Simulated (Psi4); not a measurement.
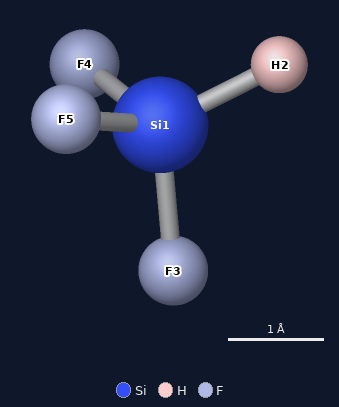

*The input geometry (ball-and-stick view, seen at a tilt; atoms are numbered from 1 in the order of the input).*

Bond lengths as drawn: F–Si 1.58 Å and H–Si 1.43 Å.

## Run report: SiHF$_{3}$, field calculation

System: SiHF$_{3}$.
Method: HF/pcSseg-2, RHF, in an applied electric field (Psi4 1.11).

The geometry comes from this level: GFN2-xTB.

Input (calc.py):
```python
import psi4

psi4.set_memory(1600000000)
psi4.set_num_threads(1)
psi4.set_output_file('run.log', False)

m = psi4.geometry("""
Si     0.000340    -0.000830     0.089700
H      0.013020    -0.018610     1.516860
F      1.447640     0.010870    -0.544430
F     -0.734060     1.260040    -0.516490
F     -0.726940    -1.251460    -0.545640
symmetry c1
no_reorient
no_com
""")

psi4.set_options({
    'basis': 'pcSseg-2',
    'perturb_h': True,
    'perturb_with': 'dipole',
    'perturb_dipole': [0.0, 0.005, 0.0],
})

e_tot, wfn = psi4.energy("hf", molecule=m, return_wfn=True)
print('E =', round(e_tot, 9))
```

Machine: 1 thread of Intel Xeon (Granite Rapids), 192 GiB of memory available, shared host.

Command:
```bash
python calc.py
```

Output:
```
h
    h
    h

    -----------------------------------------------------------------------

    Memory:     1.5 GiB
    Threads:    1
                ecpint, einsums, f̶o̶r̶t̶e̶, gauxc, gcp, g̶d̶m̶a̶, geometric, g̶p̶u̶_̶d̶f̶c̶c̶,
                i̶n̶t̶e̶g̶r̶a̶t̶o̶r̶x̶x̶, i̶p̶i̶, libefp, m̶d̶i̶, m̶p̶2̶d̶, m̶r̶c̶c̶, ooo,
                o̶p̶e̶n̶f̶e̶r̶m̶i̶o̶n̶p̶s̶i̶4̶, pcmsolver, p̶s̶i̶4̶f̶o̶c̶k̶c̶i̶, p̶s̶i̶x̶a̶s̶,
                p̶y̶e̶i̶n̶s̶u̶m̶s̶, r̶e̶s̶p̶, s̶i̶m̶i̶n̶t̶, s̶n̶s̶m̶p̶2̶,
                v̶2̶r̶d̶m̶_̶c̶a̶s̶s̶c̶f̶

   => Loading Basis Set <=

    Name: PCSSEG-2
    Role: ORBITAL
    Keyword: BASIS

         ---------------------------------------------------------
                                   SCF
                              RHF Reference
                        1 Threads,   1525 MiB Core
         ---------------------------------------------------------

  ==> Geometry <==

    Molecular point group: c1
    Full point group: C1

    Geometry (in Angstrom), charge = 0, multiplicity = 1:

       Center              X                  Y                   Z               Mass
    ------------   -----------------  -----------------  -----------------  -----------------
         SI           0.000340000000    -0.000830000000     0.089700000000    27.976926534650
         H            0.013020000000    -0.018610000000     1.516860000000     1.007825032230
         F            1.447640000000     0.010870000000    -0.544430000000    18.998403162730
         F           -0.734060000000     1.260040000000    -0.516490000000    18.998403162730
         F           -0.726940000000    -1.251460000000    -0.545640000000    18.998403162730

  Running in c1 symmetry.

  Rotational constants: A =      0.21388  B =      0.21343  C =      0.14046 [cm^-1]
  Rotational constants: A =   6411.90653  B =   6398.36526  C =   4210.84922 [MHz]
  Nuclear repulsion =  188.629214966475729

  Charge       = 0
  Multiplicity = 1
  Electrons    = 42
  Nalpha       = 21
  Nbeta        = 21

  ==> Algorithm <==

  SCF Algorithm Type is DF.
  DIIS enabled.
  MOM disabled.
  Fractional occupation disabled.
  Guess Type is SAD.
  Energy threshold   = 1.00e-06
  Density threshold  = 1.00e-06
  Integral threshold = 1.00e-12

  ==> Primary Basis <==

  Basis Set: PCSSEG-2
    Blend: PCSSEG-2
    Number of shells: 57
    Number of basis functions: 165
    Number of Cartesian functions: 186
    Spherical Harmonics?: true
    Max angular momentum: 3

   => Loading Basis Set <=

    Name: (PCSSEG-2 AUX)
    Role: JKFIT
    Keyword: DF_BASIS_SCF

  ==> Integral Setup <==

  DFHelper Memory: AOs need 0.080 GiB; user supplied 1.118 GiB.
  SCF_SUBTYPE=INCORE selected. In-core MEM_DF algorithm will be used.
  Using in-core AOs.

  ==> MemDFJK: Density-Fitted J/K Matrices <==

    J tasked:                   Yes
    K tasked:                   Yes
    wK tasked:                   No
    Memory [MiB]:              1144
    Algorithm:                 Core
    Schwarz Cutoff:           1E-12
    Mask sparsity (%):       4.8118
    Fitting Condition:        1E-10

   => Auxiliary Basis Set <=

  Basis Set: (PCSSEG-2 AUX)
    Blend: DEF2-UNIVERSAL-JKFIT
    Number of shells: 119
    Number of basis functions: 377
    Number of Cartesian functions: 454
    Spherical Harmonics?: true
    Max angular momentum: 4

  Perturbing V by 0.005000 mu(y).
  Minimum eigenvalue in the overlap matrix is 4.2297040384E-03.
  Reciprocal condition number of the overlap matrix is 8.3452197697E-04.
    Using symmetric orthogonalization.

  ==> Pre-Iterations <==

  SCF Guess: Superposition of Atomic Densities via on-the-fly atomic UHF (no occupation information).

   -------------------------
    Irrep   Nso     Nmo
   -------------------------
     A        165     165
   -------------------------
    Total     165     165
   -------------------------

  ==> Iterations <==

                           Total Energy        Delta E     RMS |[F,P]|

   @DF-RHF iter SAD:  -587.18089713895290   -5.87181e+02   0.00000e+00
   @DF-RHF iter   1:  -588.10685491471793   -9.25958e-01   3.14848e-03 DIIS/ADIIS
   @DF-RHF iter   2:  -588.16365825499861   -5.68033e-02   1.99770e-03 DIIS/ADIIS
   @DF-RHF iter   3:  -588.19118235892654   -2.75241e-02   1.36477e-04 DIIS/ADIIS
   @DF-RHF iter   4:  -588.19147679857463   -2.94440e-04   2.86453e-05 DIIS
   @DF-RHF iter   5:  -588.19149156187416   -1.47633e-05   5.78757e-06 DIIS
   @DF-RHF iter   6:  -588.19149236514170   -8.03268e-07   1.55167e-06 DIIS
   @DF-RHF iter   7:  -588.19149241448122   -4.93395e-08   7.01233e-07 DIIS
  Energy and wave function converged.

  ==> Post-Iterations <==

    Orbital Energies [Eh]
    ---------------------

    Doubly Occupied:

       1A    -68.892082     2A    -26.317492     3A    -26.309960
       4A    -26.302445     5A     -6.228061     6A     -4.337310
       7A     -4.337174     8A     -4.335950     9A     -1.640440
      10A     -1.612802    11A     -1.603642    12A     -0.833109
      13A     -0.752116    14A     -0.747276    15A     -0.735737
      16A     -0.700059    17A     -0.698481    18A     -0.672804
      19A     -0.666283    20A     -0.653017    21A     -0.583122

    Virtual:

      22A      0.114072    23A      0.116725    24A      0.141101
      25A      0.157868    26A      0.232407    27A      0.309453
      28A      0.313716    29A      0.423020    30A      0.483838
      31A      0.550127    32A      0.552995    33A      0.570757
      34A      0.586079    35A      0.608810    36A      0.717322
      37A      0.718952    38A      0.726026    39A      0.777420
      40A      0.781478    41A      0.783891    42A      0.873705
      43A      0.924472    44A      0.931729    45A      1.030495
      46A      1.030766    47A      1.042814    48A      1.137973
      49A      1.138867    50A      1.230361    51A      1.249417
      52A      1.251251    53A      1.477374    54A      1.684077
      55A      1.762654    56A      1.846285    57A      1.849032
      58A      1.917113    59A      1.917703    60A      1.983371
      61A      2.111115    62A      2.114926    63A      2.127742
      64A      2.250440    65A      2.253039    66A      2.309040
      67A      2.469552    68A      2.549792    69A      2.551430
      70A      2.613883    71A      2.675571    72A      2.684283
      73A      2.760184    74A      2.797221    75A      2.801244
      76A      2.805495    77A      3.068968    78A      3.070196
      79A      3.088396    80A      3.090199    81A      3.113759
      82A      3.118556    83A      3.560538    84A      3.568013
      85A      3.589778    86A      3.668011    87A      3.669328
      88A      3.810427    89A      3.813101    90A      3.915926
      91A      4.145370    92A      4.146350    93A      4.337950
      94A      4.343975    95A      4.374192    96A      4.576109
      97A      4.578333    98A      4.729890    99A      4.736663
     100A      4.744604   101A      4.748266   102A      4.754282
     103A      4.759655   104A      4.764323   105A      4.770731
     106A      4.771864   107A      4.833993   108A      4.840119
     109A      4.864595   110A      4.936140   111A      4.940835
     112A      5.035969   113A      5.174409   114A      5.177699
     115A      5.179600   116A      5.207798   117A      5.251067
     118A      5.251652   119A      5.302828   120A      5.305562
     121A      5.381515   122A      5.463364   123A      5.759701
     124A      6.665302   125A      6.671079   126A      8.085311
     127A      8.092186   128A      8.101288   129A      8.132067
     130A      8.138585   131A      8.161055   132A      8.381030
     133A      8.419204   134A      8.423765   135A      8.503451
     136A      8.556319   137A      8.558768   138A      8.625186
     139A      8.946532   140A      8.953621   141A     10.928162
     142A     10.950077   143A     10.957878   144A     11.006478
     145A     11.014246   146A     11.034993   147A     11.265244
     148A     11.713927   149A     11.722788   150A     15.037797
     151A     15.144354   152A     15.144723   153A     17.212806
     154A     44.187904   155A     44.197961   156A     44.206766
     157A     44.223139   158A     44.231863   159A     44.258848
     160A     44.610394   161A     44.618191   162A     44.625922
     163A     52.766428   164A     52.840091   165A     52.840251

    Final Occupation by Irrep:
              A
    DOCC [    21 ]
    NA   [    21 ]
    NB   [    21 ]

  @DF-RHF Final Energy:  -588.19149241448122

   => Energetics <=

    Nuclear Repulsion Energy =            188.6292149664757289
    One-Electron Energy =               -1195.7224997945165796
    Two-Electron Energy =                 418.9017924135596331
    Total Energy =                       -588.1914924144812176

Computation Completed

Properties will be evaluated at   0.000000,   0.000000,   0.000000 [a0]

Properties computed using the SCF density matrix

 Multipole Moments:

 ------------------------------------------------------------------------------------
     Multipole            Electronic (a.u.)      Nuclear  (a.u.)        Total (a.u.)
 ------------------------------------------------------------------------------------

 L = 1.  Multiply by 2.5417464519 to convert [e a0] to [Debye]
 Dipole X            :          0.1996214           -0.1936213            0.0060000
 Dipole Y            :         -0.3722422            0.2736701           -0.0985720
 Dipole Z            :         22.9491204          -22.0840576            0.8650628
 Magnitude           :                                                    0.8706814

 ------------------------------------------------------------------------------------

	total time  =          1 seconds =       0.02 minutes
```

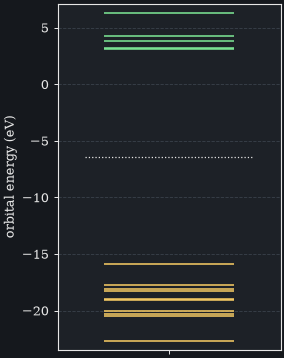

*Orbital energies near the frontier; the dotted line parts filled from empty levels, and levels within 0.02 eV of each other stand side by side.*

Highest filled −15.87 eV, lowest empty 3.10 eV, 18.97 eV apart.

Results in brief:

```tsv
quantity	value
outcome	converged
total energy	−588.191492 hartree
basis functions	165
HOMO	−15.87 eV
LUMO	3.10 eV
dipole moment	2.21 D
wall time	2.2 s
peak memory	0.28 GiB
```
